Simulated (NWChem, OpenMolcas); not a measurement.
## SnCl2F2 (SMILES [F][Sn]([F])([Cl])[Cl]): methods side by side

The species is SnCl2F2 (5 atoms), meant as a singlet with charge 0. As SMILES, `[F][Sn]([F])([Cl])[Cl]`. Geometry: relaxed at PBE0-D4/def2-TZVP.

Each level gives the electronic atomisation energy (eV). The values are calculated. Electronic energies at fixed atoms, without zero-point motion or spin-orbit coupling.

```json
{"level": "HF/def2-SVP (core potential)", "kind": "Hartree–Fock", "program": "NWChem", "value (eV)": "9.86", "less CCSD(T)/def2-SVP": "-4.18"}
{"level": "PBE/def2-SVP (core potential)", "kind": "GGA", "program": "NWChem", "value (eV)": "15.74", "less CCSD(T)/def2-SVP": "+1.70"}
{"level": "M06-L/def2-SVP (core potential)", "kind": "meta-GGA", "program": "OpenMolcas", "value (eV)": "15.74", "less CCSD(T)/def2-SVP": "+1.70"}
{"level": "r2SCAN/def2-SVP (core potential)", "kind": "meta-GGA", "program": "OpenMolcas", "value (eV)": "15.34", "less CCSD(T)/def2-SVP": "+1.30"}
{"level": "BHLYP/def2-SVP (core potential)", "kind": "global hybrid", "program": "OpenMolcas", "value (eV)": "13.76", "less CCSD(T)/def2-SVP": "-0.28"}
{"level": "PBE0/def2-SVP (core potential)", "kind": "global hybrid", "program": "NWChem", "value (eV)": "14.91", "less CCSD(T)/def2-SVP": "+0.87"}
{"level": "CCSD(T)/def2-SVP (core potential), open shells restricted", "kind": "coupled cluster or CI", "program": "OpenMolcas", "value (eV)": "14.04", "less CCSD(T)/def2-SVP": "0.00"}
{"level": "CCSD(T)/def2-SVP (core potential)", "kind": "coupled cluster or CI", "program": "NWChem", "value (eV)": "14.03", "less CCSD(T)/def2-SVP": "-0.01"}
```

Differences are taken from CCSD(T)/def2-SVP (core potential), open shells restricted for orientation; it has basis-set and higher-order errors of its own. The values span 9.86 to 15.74 eV. In the correlated wave-function rows the outer d shell of Sn is correlated, in sets not made for it.

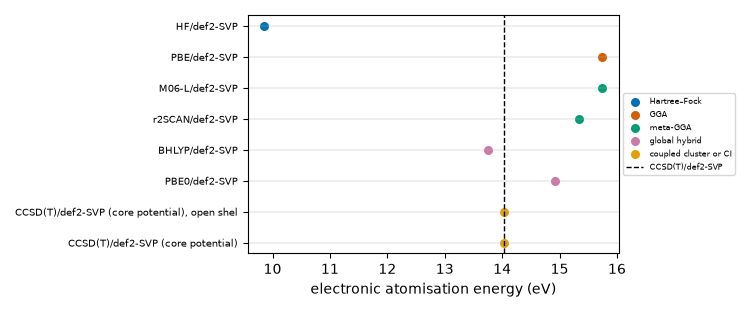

The values of the table, level by level.
